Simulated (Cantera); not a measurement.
Feed: 1 mol CH2F2, a varied amount of F2, equilibrated at 3027 °C and 100000 Pa.

Cantera equilibrium calculation (NASA polynomials, part measured and part estimated; ideal gas, pure solids and liquids). Candidate condensed phases: C, C6H6, C7H8, C8H18; 95 gas species. Gases not in the tables: C2F6 and larger saturated fluorocarbons. Kinetics and transport are ignored.

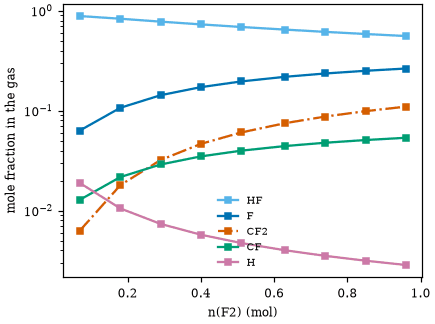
Equilibrium gas composition (values under 1e-9 drawn at 1e-9)

**Question.** Read off the mole fractions at 0.85 mol F2.

**Answer.** HF about 0.59, F about 0.25, CF2 about 0.099, CF about 0.051, H about 0.0032.
